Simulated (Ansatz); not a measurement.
```yaml
atoms:
  - { symbol: C, position_ang: [0.7444, 0.3601, -1.4720] }
  - { symbol: C, position_ang: [0.1798, -0.8297, -1.2217] }
  - { symbol: Al, position_ang: [-0.3769, -1.2720, 0.5813] }
  - { symbol: H, position_ang: [1.0769, 0.6637, -2.4642] }
  - { symbol: H, position_ang: [0.9021, 1.0951, -0.6842] }
  - { symbol: H, position_ang: [-0.1273, -0.1703, 1.6965] }
  - { symbol: H, position_ang: [0.0634, -1.4998, -2.0748] }
  - { symbol: H, position_ang: [-1.0499, -2.6643, 0.9360] }
```

Geometry: r2SCAN-D4/def2-TZVP.

These are results of isolated molecule in a Gaussian basis; Kohn-Sham density functional theory, functional PBE0 in Ansatz 0.2.0, not measurements.

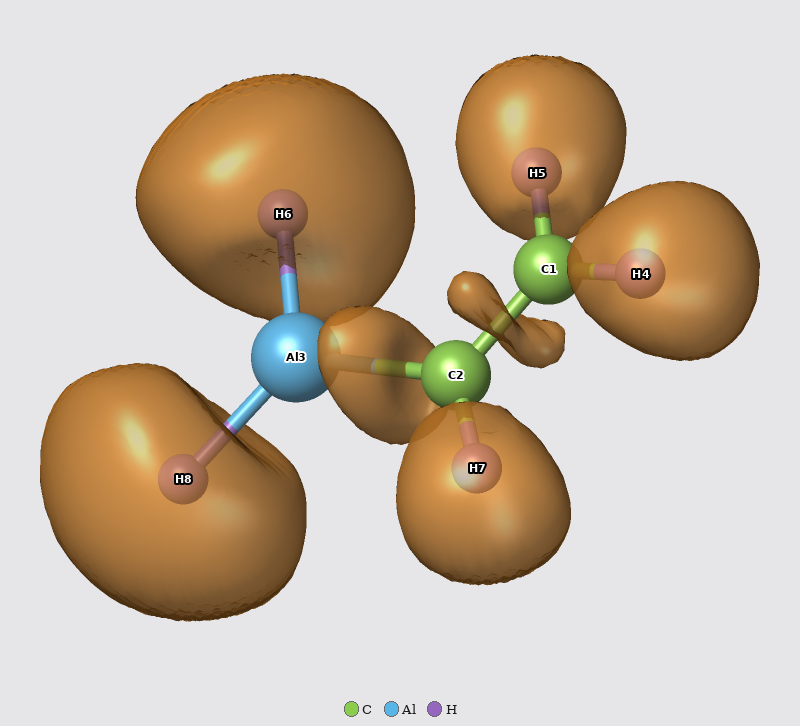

C2H5Al. Isosurface of the electron localisation function at 0.85 (orange), seen at a tilt. Only the valence region is drawn (cores and ρ < 0.01 e/Å³ removed).

**Describe the localisation domains.**

The ELF exceeds this value in one region between bonded Al–C atoms (shared pairs), one region between bonded C–C atoms (shared pairs) and five regions around hydrogen nuclei.

Values along the shortest contacts:
C–C (1.34 Å): the ELF peaks at about 0.90 between the atoms; a short, multiple covalent bond. C–Al (1.94 Å): the ELF peaks at about 0.95 between the atoms: a shared but strongly polarised pair.
